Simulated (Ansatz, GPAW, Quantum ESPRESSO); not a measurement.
**Simulated XPS, UPS and emission spectra of Se**

Aim: the valence spectrum of Se from He I to hard X-rays, and which orbitals make each feature.

Method: DFT, PBE, plane-wave PAW, default files, scalar-relativistic, in the first sound run; inputs show where later runs differ, in Ansatz 0.2.0, Quantum ESPRESSO 7.5 and GPAW 26.7.0.

## Step 1: Starting point

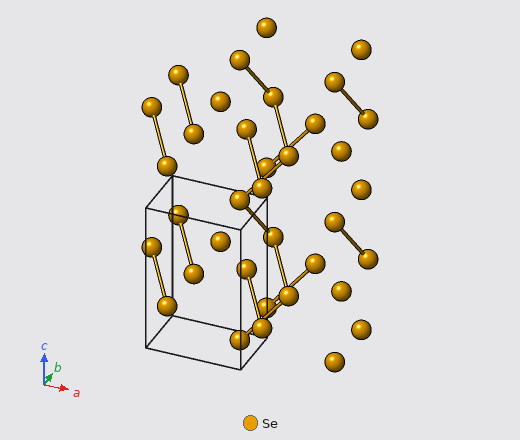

The cell as given, slightly off an axis (selenium orange). 2×2×2 cells are drawn. Bonds to atoms that aren't drawn are left out. Some periodic images of atoms are drawn too.

Structure file:

```cif
data_structure
_symmetry_space_group_name_H-M 'P3_121'
_symmetry_Int_Tables_number 152
_cell_length_a 4.3662
_cell_length_b 4.3662
_cell_length_c 4.9536
_cell_angle_alpha 90.000
_cell_angle_beta 90.000
_cell_angle_gamma 120.000
_cell_volume 81.78
loop_
_atom_site_label
_atom_site_type_symbol
_atom_site_symmetry_multiplicity
_atom_site_Wyckoff_symbol
_atom_site_fract_x
_atom_site_fract_y
_atom_site_fract_z
_atom_site_occupancy
Se1 Se 3 a 0.77460 0.77460 0.00000 1
```

## Step 2: Self-consistent run, DOS and bands

The base run gives the projected DOS, from which the spectra are built. The DOS is taken on a denser mesh than the density.

input.yaml

```yaml
crystal:
  lattice:
    - [4.3662, 0.0, 0.0]
    - [-2.1831, 3.781240118, 0.0]
    - [0.0, 0.0, 4.9536]
  atoms:
    - { symbol: Se, position: [0.7746, 0.7746, 0.0] }
    - { symbol: Se, position: [0.0, 0.2254, 0.6666666667] }
    - { symbol: Se, position: [0.2254, 0.0, 0.3333333333] }
kpoints:
  mp_grid: { grid: [6, 6, 6] }
  band_path:
    path:
      - [[0.0, 0.0, 0.0], [0.5, 0.0, 0.0], [0.333333, 0.333333, 0.0], [0.0, 0.0, 0.0], [0.0, 0.0, 0.5], [0.5, 0.0, 0.5], [0.333333, 0.333333, 0.5], [0.0, 0.0, 0.5]]
      - [[0.5, 0.0, 0.5], [0.5, 0.0, 0.0]]
      - [[0.333333, 0.333333, 0.5], [0.333333, 0.333333, 0.0]]
    npoints: 10
scf:
  occupations: { method: fermi_dirac, width: 0.02 }
  n_extra_bands: 10
hamiltonian:
  xc: pbe
  pseudopotentials: { kind: paw }
output:
  forces: true
  stress: true
  dos:
    projected: true
    de: 0.05
    e_range: [-30, 12]
    nscf_kmesh: { grid: [12, 12, 10] }
  fatbands: true
```

Launch:

```console
> ansatz run input.yaml --threads 2 --pin off --max-ram 6144MiB --backend cpu --events-out ev --progress --plain --runs-dir out
```

Numbers of over 12 decimals in the logs are rounded to 6 here.

The log of the run:

```text
scf.n_extra_bands = 10 over 24 filled bands (N_el = 48.0): the run solves 34 bands
Engine: ansatz 0.2.0, aarch64-unknown-linux-gnu
Pseudopotentials: kind: paw
Pseudopotential: Se, paw, valence charge 16, recommended cutoff 420 eV (normal), Se.paw.azcp
Functional definition: PBE
  parameter kappa = 0.804
  parameter beta = 0.066725
  exchange = pbe_x(kappa = kappa, mu = beta*pi^2/3)
  correlation = pbe_c(beta = beta)
Crystal: 3 atoms, lattice volume = 81.782 Å³
Basis set: ecut = 420 eV, 1583 PW (Γ), exchange–correlation on 60×60×72 points (8 copies of the dense FFT grid, shifted against one another)
Bands: 34, of which v1, the nominal top of the filled ones, is band 24 counted from 1 (23 counted from 0)
Symmetry: 6 space group operations
Space group: P3121 (ITA 152), of the structure as read, at distance tolerance 4.3e-5 Å
k-points: 34 of 216 (time reversal used)
Non-local potential: Se, projectors of the file, l = 0: 2, l = 1: 2, l = 2: 3, l = 3: 1
PAW form: soft (Blöchl's): semilocal exchange-correlation on the pseudo side does not see the compensation charge
PAW one-centre angular grid: Se, 590 points (default); XC on 64 Gauss nodes
Initial density: superposition of atomic densities (neutral atoms: chi_scale 0, normalization atom), corrected by the library's trained network
Initial wavefunctions: pseudopotential atomic-orbital guess
Functional: x = pbe(κ = 0.804, μ = 0.219515), c = pbe(β = 0.066725)
SCF iter   1: F=—  HF=-16407.198021 eV  |F-HF|=—  |Δ(HF+E_count)|=         —  Δρ=1.30e-3  dr2=8.39e-4  ethr=1.77e-3  ⟨swp⟩=6.2  Hψ=5172  notcnv=0  defer=1
preconditioner: auto → Resta (q_TF=auto, 2.496 Å⁻¹)  ε∞=2.7  [insulator: Δε(μ)=1.016 eV  Ē_g=13.307 eV  σ=0.020 eV  W_gap=1.00  n_scr=20 (ndim 8)  ℏωp=17.4 eV  f_vac=0.095  D(μ)=0.00/eV (n_scr^D=0)  ε∞_Penn≈2.7]
SCF iter   2: F=—  HF=-16407.198484 eV  |F-HF|=—  |Δ(HF+E_count)|=   4.63e-4  Δρ=7.92e-4  dr2=3.34e-4  ethr=1.75e-6  ⟨swp⟩=2.0  Hψ=2455  notcnv=0  defer=129
SCF iter   3: F=—  HF=-16407.198786 eV  |F-HF|=—  |Δ(HF+E_count)|=   3.02e-4  Δρ=3.06e-4  dr2=5.02e-5  ethr=6.95e-7  ⟨swp⟩=3.0  Hψ=2035  notcnv=0  defer=129
SCF iter   4: F=—  HF=-16407.198876 eV  |F-HF|=—  |Δ(HF+E_count)|=   8.99e-5  Δρ=6.10e-5  dr2=2.62e-6  ethr=1.05e-7  ⟨swp⟩=2.0  Hψ=1513  notcnv=0  defer=129
SCF iter   5: F=—  HF=-16407.198877 eV  |F-HF|=—  |Δ(HF+E_count)|=   1.02e-6  Δρ=1.27e-5  dr2=1.79e-7  ethr=5.45e-9  ⟨swp⟩=2.0  Hψ=1843  notcnv=0  defer=129
SCF iter   6: F=-16407.198877 eV  HF=-16407.198877 eV  |F-HF|=8.50e-9  |Δ(HF+E_count)|=   1.71e-7  Δρ=3.06e-6  dr2=9.07e-9  ethr=2.08e-10  ⟨swp⟩=8.1  Hψ=5408  notcnv=0
SCF 1 converged in 6 iterations: F = -16407.198877 eV  dr2 = 9.07e-9
  greatest PAW one-centre occupation: 1.000 electrons in one spin orbital (limit 2), on the Se atom at site 1 (counted from 0), in its partial waves of l = 2
NSCF: frozen V_eff on 93 k-points
NSCF: frozen V_eff on 162 k-points
SCF converged after 6 iterations
Free energy (F): -16407.198877 eV
Harris-Foulkes:  -16407.198877 eV  (|F-HF|=8.50e-9)
Internal energy: -16407.198877 eV  (E = F + TS)
E sigma→0 (E₀):  -16407.198877 eV
Fermi energy:    7.413463 eV
--- Per-component energies (eV) ---
  E_band       = -1226.180724
  E_kinetic    = 352.241651
  E_local      = -7739.577574  (includes V_loc(G=0)·N_el)
  E_nonlocal   = -1783.313517
  E_hartree    = 3792.006198
  E_xc         = -311.141389
  E_vxc        = -292.411967  (∫ρ·V_xc dr)
  E_paw        = -5735.837779  (= ΣΔE_a)
  E_vpaw       = 652.866223  (= ΣTr[D̂ρ^β])
  E_aug_tail   = -0.001813  (compensation charges beyond the density's cutoff)
  E_ewald      = -4981.574654
  E_smearing   = -0.000000  (= −TS)
  E_closure    = 0.000000  (closes the sum)
  Σ components = -16407.198877   (vs F -16407.198877, Δ=0.00e0)
--- Forces (eV/Å), atoms counted from 1 ---
  atom   1  Se    -0.20024658    -0.34683725    -0.00000000
  atom   2  Se    -0.20024658     0.34683725    -0.00000000
  atom   3  Se     0.40049316    -0.00000000     0.00000000
  max |Σ_I F_I| component: 9.25e-18 eV/Å
--- Stress (GPa, compression-positive) ---
        2.200159       0.000000      -0.000000
        0.000000       2.200159      -0.000000
       -0.000000       0.000000       3.947974
  P = ⅓ Tr σ = 2.7828 GPa (27.828 kbar)
--- Band table (eV; the first three rows and the last of 34) ---
  k-point 0: bands = [... 20 lower, 3.1274, 4.8405, 4.8405, 6.4745, 8.7741, 8.7741, 9.0498, 13.0559, ... 6 higher]
  k-point 1: bands = [... 20 lower, 3.2961, 4.8584, 5.1025, 6.2706, 8.5508, 8.5681, 8.8014, 13.6941, ... 6 higher]
  k-point 2: bands = [... 20 lower, 3.4590, 5.0427, 5.5315, 5.7964, 8.1713, 8.2838, 8.3753, 13.3828, ... 6 higher]
  k-point 33: bands = [... 20 lower, 1.9335, 5.8988, 6.6685, 6.6685, 7.9212, 9.6008, 9.6008, 13.5511, ... 6 higher]
```

The job ended after 30 s (2 threads of Arm Neoverse V1, shared host; peak memory 0.48 GiB).

This step gave:

| Quantity | Value |
| --- | --- |
| free energy | -16407.1989 eV |
| Fermi energy | 7.413 eV |
| symmetry operations | 6 |
| pressure | 2.783 GPa |
| gap on the k-mesh | 1.024 eV |
| zero of energy | valence-band maximum |
| share of occupied states in no projected shell | 0.0076 of the occupied states in the window |
| gap on the path | 1.024 eV |
| least direct gap on the path | 1.213 eV |
| valence top on path | 0 eV |

Electronic bands along the path, in eV, zero at the valence-band maximum; v1 is the highest filled band, c1 the lowest empty one:

| point | v4 | v3 | v2 | v1 | c1 | c2 | c3 | c4 |
| --- | --- | --- | --- | --- | --- | --- | --- | --- |
| Γ | -3.77 | -2.06 | -2.06 | -0.42 | 1.88 | 1.88 | 2.15 | 6.16 |
| M | -3.46 | -2.91 | -1.79 | -1.01 | 1.92 | 2.32 | 4.10 | 5.27 |
| K | -2.83 | -2.83 | -2.71 | -1.65 | 3.05 | 3.05 | 3.71 | 5.88 |
| Γ | -3.77 | -2.06 | -2.06 | -0.42 | 1.88 | 1.88 | 2.15 | 6.16 |
| A | -3.40 | -1.56 | -1.56 | -1.14 | 1.20 | 1.20 | 1.27 | 6.27 |
| L | -4.26 | -1.94 | -1.39 | 0.00 | 1.64 | 2.71 | 2.95 | 6.26 |
| H | -4.96 | -1.00 | -0.23 | -0.23 | 1.02 | 2.70 | 2.70 | 6.65 |
| A | -3.40 | -1.56 | -1.56 | -1.14 | 1.20 | 1.20 | 1.27 | 6.27 |
| jump to L | -4.26 | -1.94 | -1.39 | 0.00 | 1.64 | 2.71 | 2.95 | 6.26 |
| M | -3.46 | -2.91 | -1.79 | -1.01 | 1.92 | 2.32 | 4.10 | 5.27 |
| jump to H | -4.96 | -1.00 | -0.23 | -0.23 | 1.02 | 2.70 | 2.70 | 6.65 |
| K | -2.83 | -2.83 | -2.71 | -1.65 | 3.05 | 3.05 | 3.71 | 5.88 |

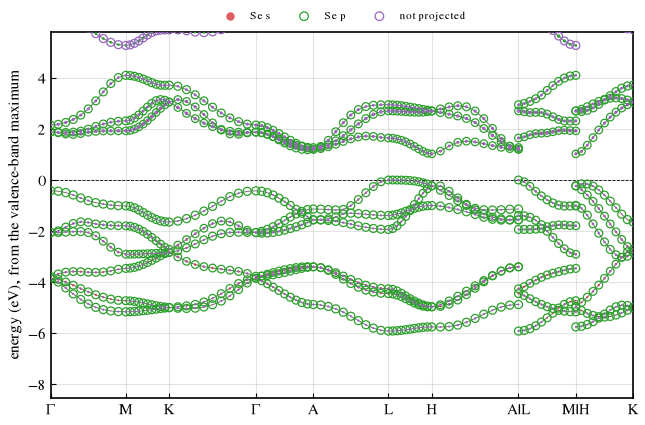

Electronic bands along the path; dots are coloured as in the legend, and their area grows with the weight.

The DOS has structure finer than the step of the table below, so its rows give means over 2 eV, whole bins alone (the curve runs from -17.3 to 8.40 eV). Peaks (eV: height): total -5.1: 4.33, -4.9: 4.46, -3.5: 4.51, -1.8: 4.32, 1.9: 4.49, 2.6: 4.02, 6.3: 5.31; Se 4p -5.1: 4.20, -4.9: 4.27, -3.5: 4.14, -1.8: 4.06, -0.8: 3.13, 1.9: 3.94, 2.6: 3.66; Se 4s -15.3: 2.61, -10.6: 1.80, -3.5: 0.327.

DOS against E, zero at the valence-band maximum; means over each step; values in states/eV/cell:

| E (eV) | total | Se 4p | Se 4s |
| --- | --- | --- | --- |
| -16 | 0.664 | 0.0693 | 0.593 |
| -14 | 0.929 | 0.126 | 0.800 |
| -12 | 0.807 | 0.120 | 0.685 |
| -10 | 0.600 | 0.0742 | 0.525 |
| -8 | 0 | 0 | 0 |
| -6 | 0.872 | 0.844 | 0.0199 |
| -4 | 2.13 | 1.98 | 0.129 |
| -2 | 2.15 | 2.04 | 0.0822 |
| 0 | 0.847 | 0.809 | 0.0265 |
| 2 | 2.47 | 2.21 | 0.113 |
| 4 | 0.533 | 0.496 | 0.0120 |
| 6 | 1.35 | 0.0541 | 0.00267 |

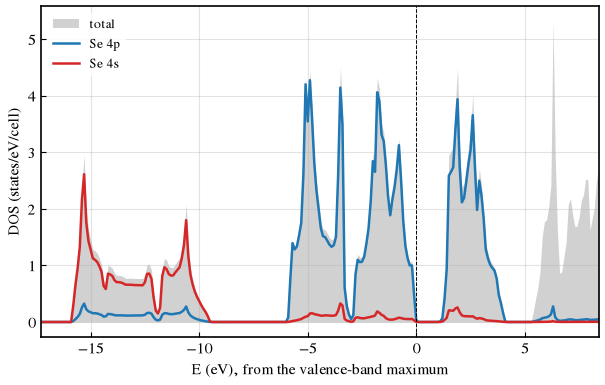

DOS against E.

This run's widths, added to any smearing of the DOS itself: Gaussian 0.1 eV, Lorentzian 0.1 eV plus 0.03 an eV of depth. Intensity against binding energy, zero at the valence-band maximum; values in % of the maximum within 13 eV:

| binding energy (eV) | 21.2 eV | 40.8 eV | 600 eV | 1486.7 eV | 9251.7 eV |
| --- | --- | --- | --- | --- | --- |
| 0 | 8.00 | 8.08 | 8.16 | 8.20 | 6.73 |
| 2 | 74.2 | 74.2 | 74.2 | 74.2 | 58.6 |
| 4 | 44.6 | 45.5 | 46.6 | 47.0 | 40.6 |
| 6 | 10.0 | 10.1 | 10.2 | 10.2 | 8.27 |
| 8 | 0.719 | 1.17 | 1.67 | 1.85 | 2.93 |
| 10 | 0.806 | 8.23 | 17.1 | 20.3 | 42.1 |
| 12 | - | 10.9 | 21.9 | 25.9 | 52.9 |
| 14 | - | 14.7 | 30.2 | 35.9 | 73.9 |
| 16 | - | 5.92 | 12.6 | 15.0 | 31.4 |

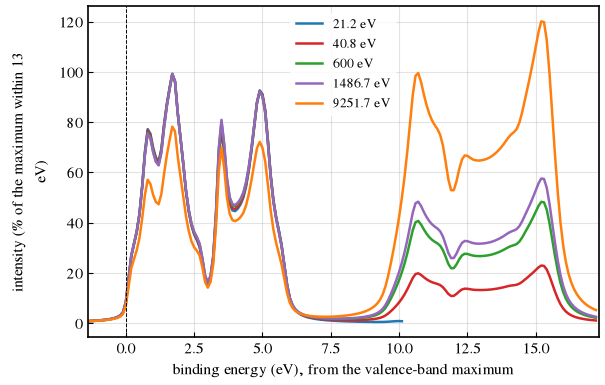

Intensity against binding energy.

Maxima picked by a test of local sharpness, so broad peaks and shoulders can be missing; peaks within 0.45 eV of a curve's cut are left out. Valence peaks, by row:

| photon energy (eV) | binding energy (eV) | height (% of the maximum within 13 eV) | main shell | its share (%) |
| --- | --- | --- | --- | --- |
| 21.2 | 4.929 | 92.94 | Se 4p | 100 |
| 21.2 | 3.479 | 76.96 | Se 4p | 100 |
| 21.2 | 1.729 | 100 | Se 4p | 100 |
| 21.2 | 0.8289 | 78.17 | Se 4p | 100 |
| 40.8 | 15.23 | 23.01 | Se 4s | 80.05 |
| 40.8 | 12.43 | 13.73 | Se 4s | 73.49 |
| 40.8 | 10.68 | 19.9 | Se 4s | 76.18 |
| 40.8 | 4.929 | 92.73 | Se 4p | 98.08 |
| 40.8 | 3.479 | 78.44 | Se 4p | 96 |
| 40.8 | 1.729 | 100 | Se 4p | 97.84 |
| 40.8 | 0.8289 | 77.53 | Se 4p | 98.66 |
| 600 | 15.23 | 48.51 | Se 4s | 90.83 |
| 600 | 12.43 | 27.65 | Se 4s | 87.25 |
| 600 | 10.68 | 40.85 | Se 4s | 88.75 |
| 600 | 4.929 | 92.42 | Se 4p | 95.39 |
| 600 | 3.479 | 80.49 | Se 4p | 90.68 |
| 600 | 1.729 | 100 | Se 4p | 94.84 |
| 600 | 0.8289 | 76.62 | Se 4p | 96.76 |
| 1487 | 15.23 | 57.85 | Se 4s | 92.4 |
| 1487 | 12.43 | 32.76 | Se 4s | 89.36 |
| 1487 | 10.68 | 48.53 | Se 4s | 90.64 |
| 1487 | 4.929 | 92.31 | Se 4p | 94.4 |
| 1487 | 3.479 | 81.25 | Se 4p | 88.8 |
| 1487 | 1.729 | 100 | Se 4p | 93.74 |
| 1487 | 0.8289 | 76.29 | Se 4p | 96.05 |
| 9252 | 15.23 | 120.7 | Se 4s | 97.46 |
| 9252 | 12.43 | 66.86 | Se 4s | 96.37 |
| 9252 | 10.68 | 100 | Se 4s | 96.84 |
| 9252 | 4.879 | 72.2 | Se 4p | 83.42 |
| 9252 | 3.479 | 70.25 | Se 4p | 71.49 |
| 9252 | 1.729 | 79.03 | Se 4p | 82.56 |
| 9252 | 0.8289 | 57.64 | Se 4p | 88.49 |

Shapes are the site's partial DOS without matrix elements, which overweights lines from ligand s bands. Intensity against emission energy less the core level's binding energy, zero at the valence-band maximum; read off at these points; values in % of the unpolarised maximum:

| emission energy less the core level's binding energy (eV) | Se K-beta valence | Se K-beta valence, E along x | Se K-beta valence, E along y | Se K-beta valence, E along z | Se L3-N1 |
| --- | --- | --- | --- | --- | --- |
| -16.0 | 5.63 | 5.28 | 5.28 | 6.32 | 57.5 |
| -14.0 | 8.83 | 6.98 | 6.98 | 12.5 | 89.7 |
| -12.0 | 10.2 | 8.46 | 8.46 | 13.6 | 79.2 |
| -10.0 | 11.1 | 10.8 | 10.8 | 11.7 | 56.2 |
| -8.0 | 17.3 | 16.7 | 16.7 | 18.5 | 9.83 |
| -6.0 | 55.4 | 51.8 | 51.8 | 62.8 | 7.13 |
| -4.8 | 89.7 | 87.3 | 87.3 | 94.7 | 12.9 |
| -4.0 | 93.7 | 98.6 | 98.6 | 83.8 | 14.8 |
| -2.0 | 99.3 | 114 | 114 | 69.2 | 11.5 |
| 0.0 | 55.8 | 64.0 | 64.0 | 39.4 | 4.60 |

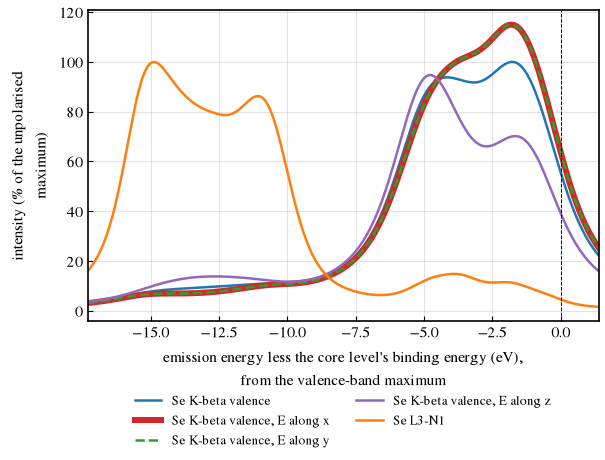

Intensity against emission energy less the core level's binding energy.

Window up to 8.4 eV. Shell moments, by row:

| element | shell | occupied states an atom | centre of occupied part (eV) | rms width of occupied part (eV) | centre up to the window's top (eV) | rms width up to the window's top (eV) |
| --- | --- | --- | --- | --- | --- | --- |
| Se | 4s | 1.907 | -12.2 | 3.382 | -11.57 | 4.437 |
| Se | 4p | 4.043 | -3.629 | 2.969 | -1.691 | 3.809 |

The spectra weight each projected shell by its atomic cross section (Dirac–Hartree–Slater) and angular factor, for unpolarised light with the analyser at 54.7° from the beam. Broadening, on top of any smearing of the DOS itself: a Gaussian of 0.1 eV and a Lorentzian of 0.1 eV plus 0.03 times the binding energy (full widths), Fermi edge at 300 K. Curves are cut 10 eV under the photon energy, above any shell that the free atom's threshold puts out of reach, or at the lower edge of the window: 10.2 eV at 21.2 eV, 17.3 eV at 40.8 eV, 17.3 eV at 600 eV, 17.3 eV at 1486.7 eV and 17.3 eV at 9251.7 eV. Dipole terms alone, which is rough above 3 keV; no background, satellites or final-state effects.

How the area divides among the shells (%):

| shell | 21.2 eV | 40.8 eV | 600 eV | 1486.7 eV | 9251.7 eV |
| --- | --- | --- | --- | --- | --- |
| Se 4s | 0.0 | 19.5 | 37.4 | 42.3 | 69.9 |
| Se 4p | 100.0 | 80.5 | 62.6 | 57.7 | 30.1 |

Cross sections used, in Mb an electron:

| shell | 21.2 eV | 40.8 eV | 600 eV | 1486.7 eV | 9251.7 eV |
| --- | --- | --- | --- | --- | --- |
| Se 4s | - | 0.075 | 0.0052 | 0.0011 | 2.4e-5 |
| Se 4p | 2.0 | 0.14 | 0.0041 | 6.9e-4 | 4.9e-6 |

At this level the gap is 1.02 eV on the path.

[end of part 1 of 7]

[Logs are printed without paths, hosts, clocks, repeated set-up lines and the standing remarks that a program may print on its own settings, such as how far it seeks lower states.]

[Hosts, paths, dates, database ids (printed as entryN), source tags and the programs' standing remarks are cut or masked in the printed files.]

[Maps of the electrostatic potential energy from Ansatz leave out the sawtooth potential of an applied field or a dipole correction, so their vacuum need not be flat; work functions include it.]

[Peak lists hold at most the 14 tallest peaks of each spectrum; further lines can be left out.]
